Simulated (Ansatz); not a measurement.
Where the default PAW files enter, the runs use the earlier of Ansatz's two default sets.

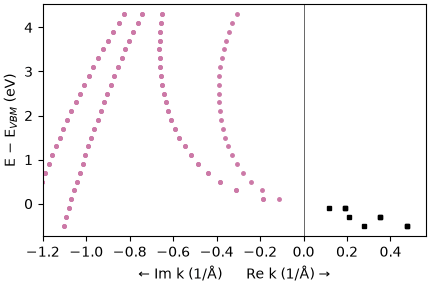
*Complex bands at the centre of the two-dimensional zone; Ansatz (an electronic-structure program) with r2SCAN*

No gap correction and no spin-orbit coupling; mid-gap values are interpolated between computed energies.

Problem. This is CaO (Fm-3m, rock salt, 2 atoms a cell, 13.9 Å³ an atom) along the normal of (111). Read off the slowest decay at the centre of the two-dimensional zone at 2.10 eV, the computed energy nearest the middle of the gap.

Solution. κ ≈ 0.39 1/Å, a decay length 1/(2κ) of the density of 1.3 Å.
